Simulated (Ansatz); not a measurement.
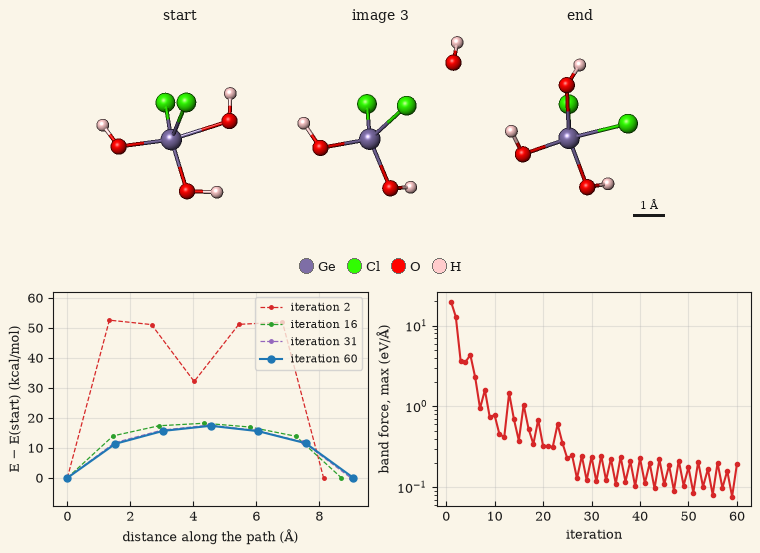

A search for the minimum-energy path of GeH3O3Cl2 (multiplicity 2) by the nudged elastic band. Images are numbered from 0 (start) to 6 (end). The plot follows the band through its iterations. The picture is a ball-and-stick view, seen face on.

These are results of UKS PBE/def2-SVP (Ansatz), not measurements. Run with 5 movable images; climbing image; force threshold 0.05 eV/Å; iteration limit 60; optimiser L-BFGS; largest step 0.5 Å; starting path through a guess of the saddle point.

> Did the band converge, and can the barrier be trusted?

The result isn't final. The band hadn't converged when the run stopped after 60 iterations. The largest component of the band force went from 20 to 0.19 eV/Å. The barrier read from it is provisional, though the highest image hardly moved in the last two iterations. The step length is far from the usual. The first iteration put the highest image at 162.2 kcal/mol. The barrier is about 17.4 kcal/mol in both directions, with image 3 at the top; the ends have nearly the same energy.

The run took 27 min on 4 threads of AMD EPYC 7R43 64-Core Processor (Zen 3), on a shared host, peak memory 0.34 GiB.
